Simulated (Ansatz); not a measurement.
```
Y Ge Os
1.0
     6.91276    0.00000    0.00000
     0.00000    6.91276    0.00000
     0.00000    0.00000    6.91276
Y Ge Os
6 8 2
Direct
  0.00000 0.00000 0.50000
  0.50000 0.50000 0.00000
  0.00000 0.50000 0.00000
  0.50000 0.00000 0.50000
  0.50000 0.00000 0.00000
  0.00000 0.50000 0.50000
  0.25000 0.25000 0.25000
  0.75000 0.75000 0.75000
  0.25000 0.25000 0.75000
  0.75000 0.75000 0.25000
  0.25000 0.75000 0.25000
  0.75000 0.25000 0.75000
  0.75000 0.25000 0.25000
  0.25000 0.75000 0.75000
  0.00000 0.00000 0.00000
  0.50000 0.50000 0.50000
```

Space group Im-3m; a structure generated by program, which may or may not match a known phase; spin-polarised.

The calculation used DFT PBE, scalar-relativistic, plane waves, PAW in Ansatz 0.2.0.

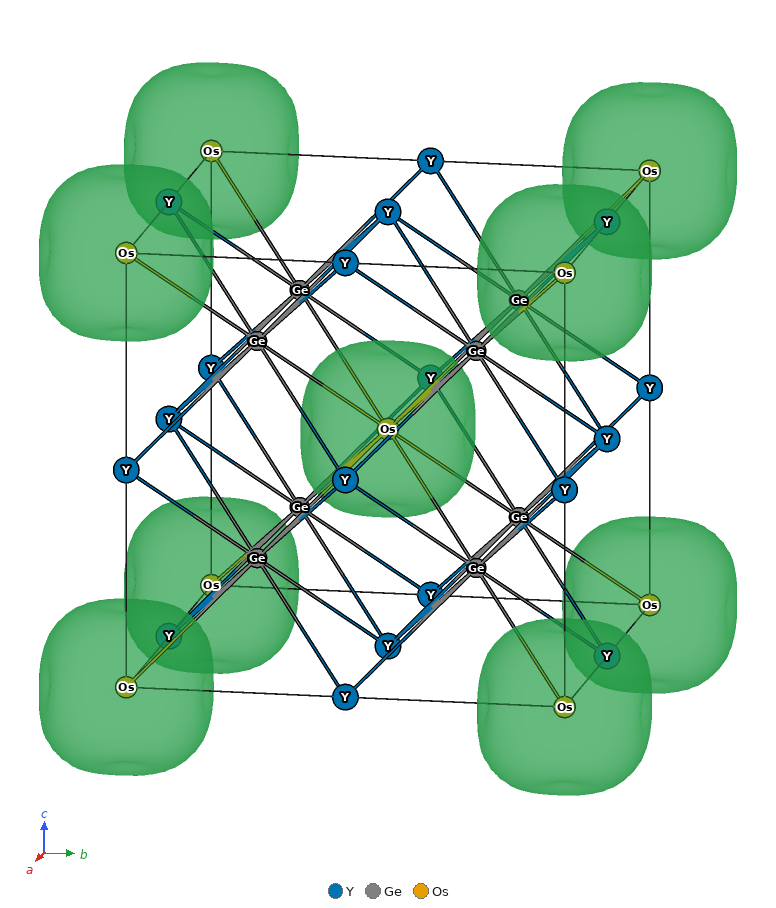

Y$_{3}$Ge$_{4}$Os. Isosurfaces of the spin density at +0.015 (green) and −0.015 e/Å³ (red), seen slightly off an axis. Sticks mark near contacts.

The density is the valence pseudo-density of a PAW calculation; it isn't the true density close to the nuclei.

> Describe the spin distribution.

The spin density sits on Os: +1.0 μB (×2) in one cell of 16 atoms, with smaller moments on other sites: Y (up to +0.05 μB) and Ge (up to +0.05 μB): parallel moments, as they must be, since the calculation's own cell holds one magnetic site. The cell of the calculation (8 atoms) carries 1.7 μB of net spin moment. Only one sign reaches the isovalue.
